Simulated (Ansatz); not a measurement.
## Electronic structure of FH4NOSi in real space

The calculation's input:

```
crystal:
  periodic: [false, false, false]
  atoms:
    - { symbol: Si, position_ang: [0.0, 0.0, 0.0] }
    - { symbol: H, position_ang: [0.8436, 0.0, 1.4296] }
    - { symbol: O, position_ang: [1.8237, 0.0, 0.457] }
    - { symbol: H, position_ang: [2.14, -0.9521, 0.3404] }
    - { symbol: "N", position_ang: [-0.8572, 1.4851, -0.6061] }
    - { symbol: H, position_ang: [-1.8773, 1.43, -0.8888] }
    - { symbol: H, position_ang: [-0.3367, 2.4058, -0.6766] }
    - { symbol: F, position_ang: [-0.7489, -1.2974, -0.5295] }
basis:
  gaussian: { orbitals: def2-SVP }
hamiltonian:
  xc: pbe0
  dispersion: d4
relax:
  f_tol: 0.15
  max_steps: 25
  restrain:
    - { distance: [1, 2], at: 2.21, k: 30.0 }
    - { distance: [0, 1], at: 1.46, k: 30.0 }
    - { distance: [0, 2], at: 1.68, k: 30.0 }
output:
  orbitals: {}
```

Launched as:

```sh
ansatz run input.yaml --threads 1 --pin off --max-ram 2048MiB --backend cpu --events-out ev --progress --plain --runs-dir out
```

The fields are those of the run's last geometry, not of the input's.

Not at a stationary point (largest force 1.3 eV/Å).

All numbers below come from Ansatz 0.2.0, RKS PBE0-D4/def2-SVP.

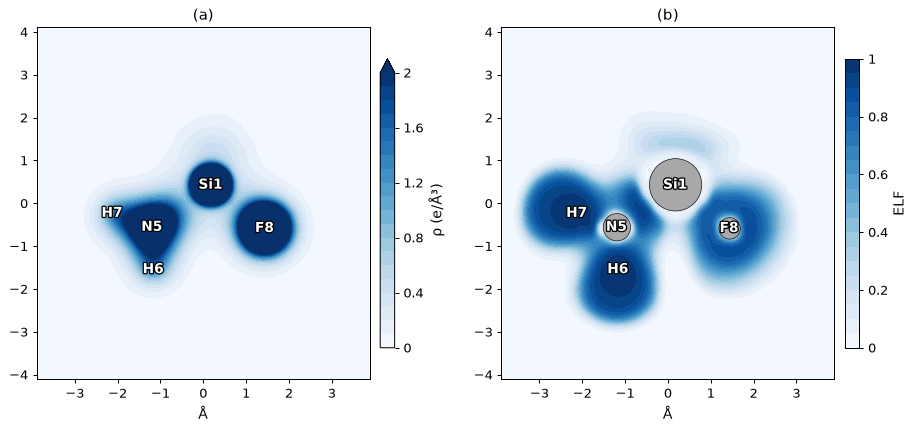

Figure 1. (a) electron density; (b) electron localisation function on the plane of atoms N5, Si1 and F8. Grey discs cover the atomic cores in the ELF map.

Q: Read the bonding off the picture.

A: The plane passes through Si, N, H and F nuclei.
Si–F (1.62 Å): ρ is about 1 e/Å³ halfway; the ELF peaks at about 0.85 in the valence shell of F, 0.6 Å from its nucleus, and is about 0.50 at the midpoint.
Si–N (1.69 Å): ρ is about 1.2 e/Å³ halfway; the ELF peaks at about 0.90 between the atoms (a polar covalent bond).
N–H (1.01 Å): ρ is about 2.8 e/Å³ halfway; the ELF climbs to about 1 towards the hydrogen, as it does in any bond to H: an ordinary covalent bond to hydrogen.
The ELF also peaks beside F8, away from the bonds: lone-pair regions.

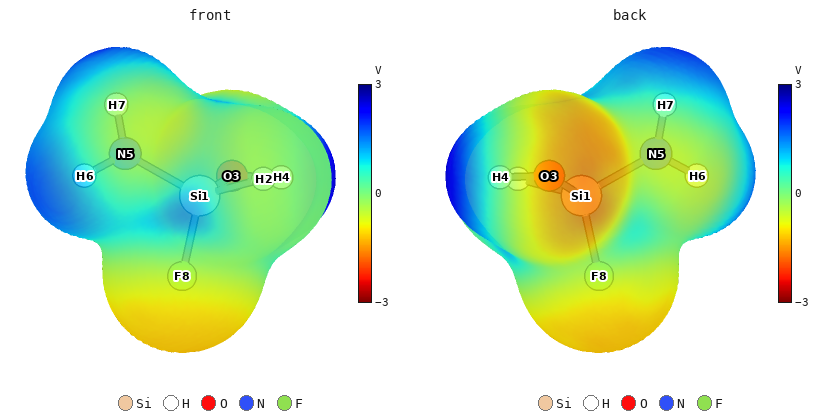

Figure 2. The molecular electrostatic potential painted on the density surface at 0.002 e/bohr³, seen from the front and from behind; red is negative and blue positive.

Q: Where is the surface potential most negative and most positive?

A: The most negative region (about −1.6 V, or −37 kcal/mol for a unit charge) lies over O3, the most positive (about +2.4 V, or +55 kcal/mol for a unit charge) over H4. O3 is the likeliest acceptor of a hydrogen bond.

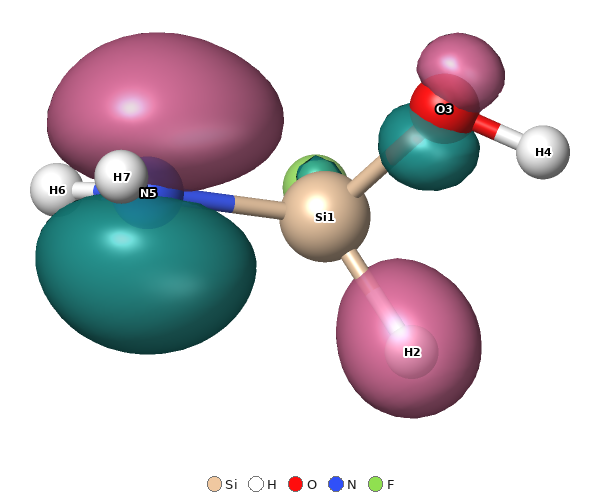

Figure 3. The HOMO at ±0.15 Å⁻³ᐟ² (teal and pink are the two phases), seen from one side.

Q: What is the character of this orbital?

A: By Hirshfeld shares it lies mainly on N5 (about 65 %) and H2 (about 10 %). Its energy is −7.78 eV.
